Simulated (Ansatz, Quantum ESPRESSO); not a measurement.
# The work function of Mo(110), 5 layers, level by level, part 3 of 5

Aim: the work function of each face of Mo(110), 5 layers, and how it moves with functional, pseudopotentials and boundary condition.

Quantum ESPRESSO 7.5; plane-wave DFT, PBE, GBRV ultrasoft pseudopotentials; cross-check by Ansatz 0.2.0 with PAW datasets.

So far. Step 6 (Density by pp.x): The density integrates to 70.000 electrons, as the 70 of the input ask. Step 7 (Projections on atomic orbitals): The atomic orbitals miss 0.1 % of the occupied states; for empty states the projections can miss much more.

## (8) Ground state: open boundaries by the effective screening medium

The effective screening medium with bc1 puts vacuum on both sides and removes the images along the normal. The slab must sit about z = 0, symmetry is kept, and the .esm1 file holds the planar potential.

File esm.in:

```
&control
  prefix = 'esm'
  outdir = './out'
  pseudo_dir = './pseudo'
  calculation = 'scf'
  tprnfor = .true.
/
&system
  ibrav = 0
  nat = 5
  ntyp = 1
  ecutwfc = 40
  ecutrho = 200
  occupations = 'smearing'
  smearing = 'mv'
  degauss = 0.02
  assume_isolated = 'esm'
  esm_bc = 'bc1'
/
&electrons
  conv_thr = 1e-07
  mixing_beta = 0.4
  electron_maxstep = 120
  mixing_mode = 'local-TF'
/
ATOMIC_SPECIES
  Mo  95.9500  mo_pbe_v1.uspp.F.UPF
CELL_PARAMETERS angstrom
  2.22738636073762 -1.57500000000000 0.00000000000000
  2.22738636073762 1.57500000000000 0.00000000000000
  0.00000000000000 0.00000000000000 24.90954544295050
ATOMIC_POSITIONS crystal
  Mo  0.000000000000 0.000000000000 -0.176599091900
  Mo  0.500000000000 0.500000000000 -0.090678111900
  Mo  0.000000000000 0.000000000000 0.000000000000
  Mo  0.500000000000 0.500000000000 0.090678111900
  Mo  0.000000000000 0.000000000000 0.176599091900
K_POINTS automatic
  10 10 1 0 0 0
```

Launch:

```sh
$ OMP_NUM_THREADS=1 mpirun -n 4 pw.x -nk 4 -in esm.in > esm.out
```

The program printed:

```text
[banner, memory and clock lines left out]
Program PWSCF v.7.5 starts
[citation notice left out]

[...]
Message from routine setup:
[...]
bravais-lattice index     =            0
     lattice parameter (alat)  =       5.1551  a.u.
     unit-cell volume          =    1179.4201 (a.u.)^3
     number of atoms/cell      =            5
     number of atomic types    =            1
     number of electrons       =        70.00
     number of Kohn-Sham states=           42
     kinetic-energy cutoff     =      40.0000  Ry
     charge density cutoff     =     200.0000  Ry
     scf convergence threshold =      1.0E-07
     mixing beta               =       0.4000
     number of iterations used =            8  local-TF  mixing
     Exchange-correlation= SLA  PW   PBE  PBE
                           (   1   4   3   4   0   0   0)

     Effective Screening Medium Method
     Boundary Conditions: Vacuum-Slab-Vacuum
     total charge in unit cell        =   0.0000
     grid points for fit at edges     =        4

[...]
PseudoPot. # 1 for Mo read from file:
     ./pseudo/mo_pbe_v1.uspp.F.UPF
     Pseudo is Ultrasoft + core correction, Zval = 14.0
     Generated by new atomic code, or converted to UPF format
     Using radial grid of  889 points,  6 beta functions with:
                l(1) =   0
                l(2) =   0
                l(3) =   1
                l(4) =   1
                l(5) =   2
                l(6) =   2
     Q(r) pseudized with  6 coefficients,  rinner =    1.000   1.000   1.000
                                                       1.000   1.000

     atomic species   valence    mass     pseudopotential
     Mo               14.00    95.95000     Mo( 1.00)

      8 Sym. Ops., with inversion, found

[...]
number of k points=    31  Marzari-Vanderbilt smearing, width (Ry)=  0.0200
[...]
Dense  grid:    56473 G-vectors     FFT dimensions: (  24,  24, 216)

     Smooth grid:    40267 G-vectors     FFT dimensions: (  24,  24, 192)

     Check: negative core charge=   -0.000001

     Initial potential from superposition of free atoms

     starting charge      69.9947, renormalised to      70.0000

     negative rho (up, down):  3.565E-03 0.000E+00
     Starting wfcs are   65 randomized atomic wfcs

     per-process dynamical memory:    64.8 Mb

     Self-consistent Calculation

     iteration #  1     ecut=    40.00 Ry     beta= 0.40
     Davidson diagonalization with overlap
     ethr =  1.00E-02,  avg # of iterations =  1.1

     negative rho (up, down):  1.430E-03 0.000E+00

     total energy              =    -696.42312688 Ry
     estimated scf accuracy    <       1.80867058 Ry

     iteration #  2     ecut=    40.00 Ry     beta= 0.40
[...]
negative rho (up, down):  2.664E-04 0.000E+00

[...]
total energy              =    -696.43082138 Ry
     estimated scf accuracy    <       0.77160954 Ry

     iteration #  3     ecut=    40.00 Ry     beta= 0.40
[...]
negative rho (up, down):  5.150E-05 0.000E+00

[...]
total energy              =    -696.41751617 Ry
     estimated scf accuracy    <       0.21532448 Ry

     iteration #  4     ecut=    40.00 Ry     beta= 0.40
[...]
c_bands:  2 eigenvalues not converged
     c_bands:  1 eigenvalues not converged
     c_bands:  1 eigenvalues not converged
[...]
negative rho (up, down):  3.120E-05 0.000E+00

[...]
total energy              =    -696.50508658 Ry
     estimated scf accuracy    <       0.10370230 Ry

     iteration #  5     ecut=    40.00 Ry     beta= 0.40
[...]
negative rho (up, down):  1.874E-05 0.000E+00

[...]
total energy              =    -696.51812693 Ry
     estimated scf accuracy    <       0.03015469 Ry

     iteration #  6     ecut=    40.00 Ry     beta= 0.40
[...]
c_bands:  1 eigenvalues not converged
[...]
negative rho (up, down):  5.973E-05 0.000E+00

[...]
total energy              =    -696.52573794 Ry
     estimated scf accuracy    <       0.05160551 Ry

[...]
iteration # 26     ecut=    40.00 Ry     beta= 0.40
[...]
negative rho (up, down):  3.712E-03 0.000E+00

[...]
total energy              =    -696.51248858 Ry
     estimated scf accuracy    <       0.00000036 Ry

     iteration # 27     ecut=    40.00 Ry     beta= 0.40
[...]
negative rho (up, down):  3.707E-03 0.000E+00

[...]
total energy              =    -696.51251125 Ry
     estimated scf accuracy    <       0.00000028 Ry

     iteration # 28     ecut=    40.00 Ry     beta= 0.40
[...]
negative rho (up, down):  3.706E-03 0.000E+00

[...]
total energy              =    -696.51251198 Ry
     estimated scf accuracy    <       0.00000023 Ry

     iteration # 29     ecut=    40.00 Ry     beta= 0.40
[...]
negative rho (up, down):  3.700E-03 0.000E+00

[...]
End of self-consistent calculation

          k = 0.0000 0.0000 0.0000 (  4987 PWs)   bands (ev):

   -65.9141 -65.8595 -65.7441 -65.5457 -65.5429 -40.4833 -40.2569 -39.8125
   -39.6017 -39.5163 -39.3996 -39.3223 -39.2430 -39.2424 -39.2241 -39.2097
   -39.0669 -39.0576 -38.9462 -38.9461 -11.4972 -10.6054  -9.8322  -9.5739
    -9.5120  -7.9107  -7.5970  -6.9355  -6.2966  -6.1959  -6.0452  -5.9005
    -5.8480  -5.6734  -5.4982  -4.9051  -4.1128  -3.4888  -3.3219  -3.2916
    -3.2005  -3.1518

          k = 0.0612 0.0866 0.0000 (  5010 PWs)   bands (ev):

   -65.8967 -65.8446 -65.7338 -65.5356 -65.5333 -40.4477 -40.2450 -39.8625
   -39.6498 -39.5131 -39.5020 -39.2974 -39.2947 -39.2841 -39.2637 -39.2472
   -39.1184 -39.0996 -38.9863 -38.9861 -11.1822 -10.3085  -9.5339  -9.2716
    -9.2014  -7.8257  -7.5370  -6.8971  -6.5250  -6.2991  -6.1696  -6.0928
    -5.9845  -5.6590  -5.2905  -4.7935  -4.4008  -4.1702  -3.6107  -3.5513
    -3.2689  -3.2330

[...]
the Fermi energy is    -4.5574 ev

!    total energy              =    -696.51250984 Ry
     estimated scf accuracy    <       0.00000010 Ry
     smearing contrib. (-TS)   =      -0.00133178 Ry
     internal energy E=F+TS    =    -696.51117806 Ry

     The total energy is F=E-TS. E is the sum of the following terms:
     one-electron contribution =   16819.08452269 Ry
     hartree contribution      =   -8432.37764679 Ry
     xc contribution           =     -96.61978778 Ry
     ewald contribution        =   -8986.59826618 Ry

     convergence has been achieved in  29 iterations

     negative rho (up, down):  3.700E-03 0.000E+00

     Forces acting on atoms (cartesian axes, Ry/au):

     atom    1 type  1   force =     0.00000000    0.00000000    0.00086023
     atom    2 type  1   force =     0.00000000    0.00000000    0.00064548
     atom    3 type  1   force =     0.00000000    0.00000000    0.00000000
     atom    4 type  1   force =     0.00000000    0.00000000   -0.00064548
     atom    5 type  1   force =     0.00000000    0.00000000   -0.00086023

     Total force =     0.001521     Total SCF correction =     0.002942
     SCF correction compared to forces is large: reduce conv_thr to get better values

[...]
```

It took 1.8 min on 4 MPI ranks of Arm Neoverse V2, shared host; peak memory 0.62 GiB; 7 min of CPU time.

This step gave:

* free energy: -9476.5355 eV
* Fermi energy: -4.557 eV
* vacuum line at the lower end of the cell, over the Fermi level: 4.557 eV
* vacuum line at the upper end of the cell, over the Fermi level: 4.557 eV

The potential energy, planar mean oscillates, so the rows of the table below give means over windows of 2.19 Å about each position, cut where the curve ends. Its maxima inside the range that stand out by 2 % of the span (Å: eV): -3.3: -3.01, -1.1: -2.03, 1.1: -2.03, 3.3: -3.01. Its minima: -4.4: -34.3, -2.3: -34.5, 0.0: -34.7, 2.3: -34.5, 4.4: -34.3.

Electrostatic potential energy of an electron; zero at the Fermi level. Table of potential energy, planar mean by z; means over each step:

```tsv
z (Å)	potential energy, planar mean (eV)
-11.35	4.56
-9.16	4.55
-6.97	4.18
-4.79	-15.1
-2.60	-16.8
-0.41	-16.3
1.78	-16.3
3.97	-16.6
6.16	2.06
8.35	4.54
10.54	4.56
```

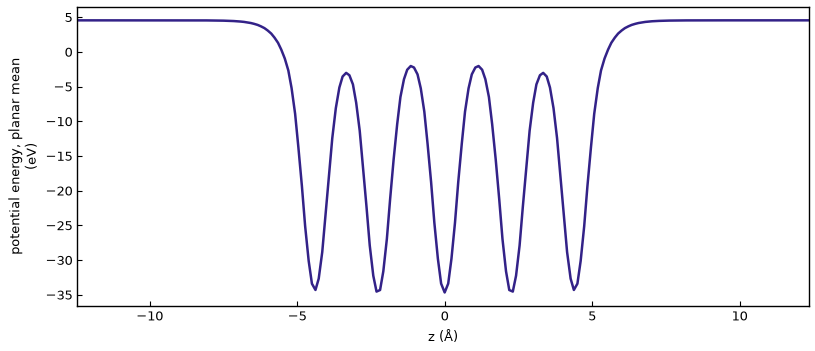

Potential energy, planar mean against z.

The vacuum levels are read from the outermost 0.7 Å of the cell on either side.

The run needed 29 iterations to bring the estimated error under 1e-07 Ry; the largest force on any atom, held or free, is 0.02 eV/Å.

The upper level is 4.557 eV against 4.558 eV from the periodic run.

## (9) Ground state: LDA, GBRV ultrasoft

Next, another level on the same atoms.

Level of this step: plane-wave DFT, LDA, GBRV ultrasoft pseudopotentials (Quantum ESPRESSO 7.5).

File gbrv-lda.in:

```
&control
  prefix = 'gbrv-lda'
  outdir = './out'
  pseudo_dir = './pseudo'
  calculation = 'scf'
  tprnfor = .true.
/
&system
  ibrav = 0
  nat = 5
  ntyp = 1
  ecutwfc = 40
  ecutrho = 200
  occupations = 'smearing'
  smearing = 'mv'
  degauss = 0.02
/
&electrons
  conv_thr = 1e-07
  mixing_beta = 0.4
  electron_maxstep = 120
  mixing_mode = 'local-TF'
/
ATOMIC_SPECIES
  Mo  95.9500  mo_lda_v1.uspp.F.UPF
CELL_PARAMETERS angstrom
  2.22738636073762 -1.57500000000000 0.00000000000000
  2.22738636073762 1.57500000000000 0.00000000000000
  0.00000000000000 0.00000000000000 24.90954544295050
ATOMIC_POSITIONS crystal
  Mo  0.000000000000 0.000000000000 0.323400908100
  Mo  0.500000000000 0.500000000000 0.409321888100
  Mo  0.000000000000 0.000000000000 0.500000000000
  Mo  0.500000000000 0.500000000000 0.590678111900
  Mo  0.000000000000 0.000000000000 0.676599091900
K_POINTS automatic
  10 10 1 0 0 0
```

Launch:

```sh
$ OMP_NUM_THREADS=1 mpirun -n 4 pw.x -nk 4 -in gbrv-lda.in > gbrv-lda.out
```

The program printed:

```text
[banner, memory and clock lines left out]
Program PWSCF v.7.5 starts
[citation notice left out]

[...]
Message from routine setup:
[...]
bravais-lattice index     =            0
     lattice parameter (alat)  =       5.1551  a.u.
     unit-cell volume          =    1179.4201 (a.u.)^3
     number of atoms/cell      =            5
     number of atomic types    =            1
     number of electrons       =        70.00
     number of Kohn-Sham states=           42
     kinetic-energy cutoff     =      40.0000  Ry
     charge density cutoff     =     200.0000  Ry
     scf convergence threshold =      1.0E-07
     mixing beta               =       0.4000
     number of iterations used =            8  local-TF  mixing
     Exchange-correlation= SLA  PZ   NOGX NOGC
                           (   1   1   0   0   0   0   0)

[...]
PseudoPot. # 1 for Mo read from file:
     ./pseudo/mo_lda_v1.uspp.F.UPF
     Pseudo is Ultrasoft + core correction, Zval = 14.0
     Generated by new atomic code, or converted to UPF format
     Using radial grid of  889 points,  6 beta functions with:
                l(1) =   0
                l(2) =   0
                l(3) =   1
                l(4) =   1
                l(5) =   2
                l(6) =   2
     Q(r) pseudized with  6 coefficients,  rinner =    1.000   1.000   1.000
                                                       1.000   1.000

     atomic species   valence    mass     pseudopotential
     Mo               14.00    95.95000     Mo( 1.00)

      8 Sym. Ops., with inversion, found

[...]
number of k points=    31  Marzari-Vanderbilt smearing, width (Ry)=  0.0200
[...]
Dense  grid:    56473 G-vectors     FFT dimensions: (  24,  24, 216)

     Smooth grid:    40267 G-vectors     FFT dimensions: (  24,  24, 192)

     Check: negative core charge=   -0.000001

     Initial potential from superposition of free atoms

     starting charge      69.9957, renormalised to      70.0000

     negative rho (up, down):  4.122E-03 0.000E+00
     Starting wfcs are   65 randomized atomic wfcs

     per-process dynamical memory:    65.1 Mb

     Self-consistent Calculation

     iteration #  1     ecut=    40.00 Ry     beta= 0.40
     Davidson diagonalization with overlap
     ethr =  1.00E-02,  avg # of iterations =  2.0

     negative rho (up, down):  1.943E-03 0.000E+00

     total energy              =    -697.34962467 Ry
     estimated scf accuracy    <       2.16654852 Ry

     iteration #  2     ecut=    40.00 Ry     beta= 0.40
[...]
negative rho (up, down):  1.056E-03 0.000E+00

[...]
total energy              =    -697.25503509 Ry
     estimated scf accuracy    <       0.86062092 Ry

     iteration #  3     ecut=    40.00 Ry     beta= 0.40
[...]
negative rho (up, down):  9.631E-04 0.000E+00

[...]
total energy              =    -697.26780283 Ry
     estimated scf accuracy    <       0.11173338 Ry

     iteration #  4     ecut=    40.00 Ry     beta= 0.40
[...]
negative rho (up, down):  9.521E-04 0.000E+00

[...]
total energy              =    -697.28085606 Ry
     estimated scf accuracy    <       0.02627327 Ry

     iteration #  5     ecut=    40.00 Ry     beta= 0.40
[...]
negative rho (up, down):  9.170E-04 0.000E+00

[...]
total energy              =    -697.27653209 Ry
     estimated scf accuracy    <       0.01763311 Ry

     iteration #  6     ecut=    40.00 Ry     beta= 0.40
[...]
negative rho (up, down):  9.895E-04 0.000E+00

[...]
total energy              =    -697.27578750 Ry
     estimated scf accuracy    <       0.00863303 Ry

[...]
iteration # 13     ecut=    40.00 Ry     beta= 0.40
[...]
negative rho (up, down):  4.795E-03 0.000E+00

[...]
total energy              =    -697.27438616 Ry
     estimated scf accuracy    <       0.00001405 Ry

     iteration # 14     ecut=    40.00 Ry     beta= 0.40
[...]
negative rho (up, down):  4.768E-03 0.000E+00

[...]
total energy              =    -697.27438766 Ry
     estimated scf accuracy    <       0.00000222 Ry

     iteration # 15     ecut=    40.00 Ry     beta= 0.40
[...]
negative rho (up, down):  4.736E-03 0.000E+00

[...]
total energy              =    -697.27438807 Ry
     estimated scf accuracy    <       0.00000153 Ry

     iteration # 16     ecut=    40.00 Ry     beta= 0.40
[...]
negative rho (up, down):  4.735E-03 0.000E+00

[...]
End of self-consistent calculation

          k = 0.0000 0.0000 0.0000 (  4987 PWs)   bands (ev):

   -54.3385 -54.2834 -54.1672 -53.9747 -53.9716 -28.9687 -28.7385 -28.2894
   -28.0792 -27.9935 -27.8720 -27.7971 -27.7150 -27.7144 -27.6958 -27.6824
   -27.5455 -27.5356 -27.4247 -27.4247  -0.1042   0.7868   1.5678   1.8237
     1.8885   3.5003   3.8147   4.4782   5.1186   5.2135   5.3686   5.5109
     5.5573   5.7435   5.9117   6.5199   7.3217   7.9141   8.0794   8.1415
     8.2396   8.2457

          k = 0.0612 0.0866 0.0000 (  5010 PWs)   bands (ev):

   -54.3209 -54.2683 -54.1567 -53.9646 -53.9619 -28.9329 -28.7266 -28.3403
   -28.1281 -27.9903 -27.9766 -27.7699 -27.7676 -27.7571 -27.7366 -27.7205
   -27.5972 -27.5772 -27.4651 -27.4649   0.2121   1.0849   1.8679   2.1272
     2.2008   3.5866   3.8756   4.5171   4.8854   5.1162   5.2442   5.3196
     5.4322   5.7529   6.1191   6.6363   7.0193   7.2663   7.7826   7.8488
     8.1327   8.1638

[...]
the Fermi energy is     6.8583 ev

!    total energy              =    -697.27438820 Ry
     estimated scf accuracy    <       0.00000001 Ry
     smearing contrib. (-TS)   =      -0.00136108 Ry
     internal energy E=F+TS    =    -697.27302712 Ry

     The total energy is F=E-TS. E is the sum of the following terms:
     one-electron contribution =   -6170.19367042 Ry
     hartree contribution      =    3091.56316784 Ry
     xc contribution           =     -95.83673495 Ry
     ewald contribution        =    2477.19421041 Ry

     convergence has been achieved in  16 iterations

     negative rho (up, down):  4.735E-03 0.000E+00

     Forces acting on atoms (cartesian axes, Ry/au):

     atom    1 type  1   force =     0.00000000    0.00000000    0.02404068
     atom    2 type  1   force =     0.00000000    0.00000000   -0.00155171
     atom    3 type  1   force =     0.00000000    0.00000000    0.00000000
     atom    4 type  1   force =     0.00000000    0.00000000    0.00155171
     atom    5 type  1   force =     0.00000000    0.00000000   -0.02404068

     Total force =     0.034069     Total SCF correction =     0.000497

[...]
```

Wall time 44 s (4 MPI ranks); peak memory 0.47 GiB; 2.9 min of CPU time.

Read from the output:

| Quantity | Value |
| --- | --- |
| free energy | -9486.9013 eV |
| Fermi energy | 6.858 eV |

## (10) Electrostatic potential

File gbrv-lda.pot.in:

```
&inputpp
  prefix = 'gbrv-lda'
  outdir = './out'
  filplot = 'gbrv-lda.pot.dat'
  plot_num = 11
/
```

Launch:

```sh
$ OMP_NUM_THREADS=1 mpirun -n 4 pp.x -in gbrv-lda.pot.in > gbrv-lda.pot.out
```

Wall time 0.76 s (4 MPI ranks); peak memory 0.1 GiB; 2.7 s of CPU time.

This step gave:

| Item | Value |
| --- | --- |
| work function of the upper face | 4.836 eV |
| slope of the potential above | 5.15e-4 eV/Å |
| upper vacuum line continued to the top atoms, over the Fermi level | 4.833 eV |
| work function of the lower face | 4.836 eV |
| slope of the potential below | -3.60e-4 eV/Å |
| lower vacuum line continued to the bottom atoms, over the Fermi level | 4.834 eV |

The upper face goes from 4.558 eV (PBE, GBRV) to 4.836 eV, a change of +0.278 eV.

[end of part 3 of 5]

[Logs are printed without paths, hosts, clocks, repeated set-up lines and the standing remarks that a program may print on its own settings, such as how far it seeks lower states.]

[Hosts, paths, dates, database ids (printed as entryN), source tags and the programs' standing remarks are cut or masked in the printed files.]

[Maps of the electrostatic potential energy from Ansatz leave out the sawtooth potential of an applied field or a dipole correction, so their vacuum need not be flat; planar profiles and work functions include it.]
